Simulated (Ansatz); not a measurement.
**CH8InNSiTe: geometry and vibrations**

The task is to find a stationary geometry of CH8InNSiTe, check the end point by its vibrations and derive ideal-gas thermochemistry.

Method: RKS PBE0-D4/def2-TZVP; program: Ansatz 0.2.0, Gaussian basis.

The runs, in order: relaxation at PBE0-D4/def2-TZVP; harmonic vibrations at the same level.

2 further runs of the same task are left out: 1 for a known fault of the program, 1 set aside as unsound or not needed.

## (1) The system as given

13 atoms, charge 0, spin multiplicity 1.

Atoms are counted from 1 here; the program's logs count them from 0.

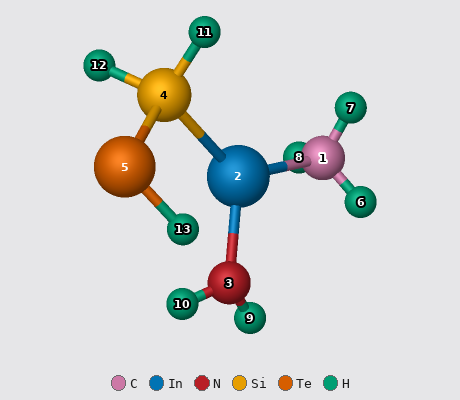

The starting geometry (carbon pink, indium blue, nitrogen red, silicon amber, tellurium orange, hydrogen teal); atoms are numbered from 1 in the order of the file.

The start is a GFN2-xTB geometry. In, Te take the def2 core potential; no spin-orbit term is included.

## (2) Geometry optimisation, PBE0-D4/def2-TZVP

in.yaml

```yaml
crystal:
  periodic: [false, false, false]
  atoms:
    - {symbol: C, position_ang: [-1.968670, 0.204400, 1.731830]}
    - {symbol: In, position_ang: [-0.403030, 0.066420, 0.123470]}
    - {symbol: N, position_ang: [0.266990, 1.927680, -0.433000]}
    - {symbol: Si, position_ang: [0.971280, -1.860010, -0.926640]}
    - {symbol: Te, position_ang: [3.064700, -0.902810, -1.901420]}
    - {symbol: H, position_ang: [-1.809620, 1.142170, 2.266230]}
    - {symbol: H, position_ang: [-1.901630, -0.628520, 2.432350]}
    - {symbol: H, position_ang: [-2.966360, 0.213480, 1.289010]}
    - {symbol: H, position_ang: [-0.317850, 2.717920, -0.183050]}
    - {symbol: H, position_ang: [0.612480, 2.109390, -1.368570]}
    - {symbol: H, position_ang: [1.314530, -2.910840, 0.050690]}
    - {symbol: H, position_ang: [0.283560, -2.572390, -2.016060]}
    - {symbol: H, position_ang: [2.853630, 0.493100, -1.064830]}
basis:
  gaussian: {orbitals: def2-TZVP}
hamiltonian: {xc: pbe0, dispersion: d4}
relax: {f_tol: 0.005, max_steps: 150}
```

Launch:

```sh
> ansatz run in.yaml --threads 2 --pin off --events-out ev --progress --plain --max-ram 32768MiB --backend cuda --devices 0, --max-vram 18GiB
```

After this run come: Force constants and modes.

Before running them: what should the planned runs give, taken together? Wanted: point group; shift from the start; total energy; dispersion term; dipole moment; lowest, highest wavenumber; zero-point energy.

As calculated:

| quantity | value |
| --- | --- |
| point group | C1 |
| steps | 36 |
| shift from the start (rms) | 0.292 Å |
| total energy | -22998.6460 eV |
| dispersion term | -296 meV |
| dipole moment | 1.80 D |
| lowest, highest wavenumber | 25, 3702 cm⁻¹ |
| zero-point energy | 221.7 kJ/mol |
| entropy at 298.15 K | 476.9 J/(mol K) |

What this shows: The relaxed geometry lies 0.29 Å (rms) from the start; the bond that changed most is C1–In2, from 2.249 to 2.148 Å. All wavenumbers are real, so the end point is a minimum. The stiffest mode, 3702 cm⁻¹, is an N–H stretch, and 7 modes under 200 cm⁻¹ make the vibrational entropy uncertain. Harmonic hybrid wavenumbers usually lie a few per cent above measured fundamentals. The largest Mulliken charge, -0.77 e, sits on N3.
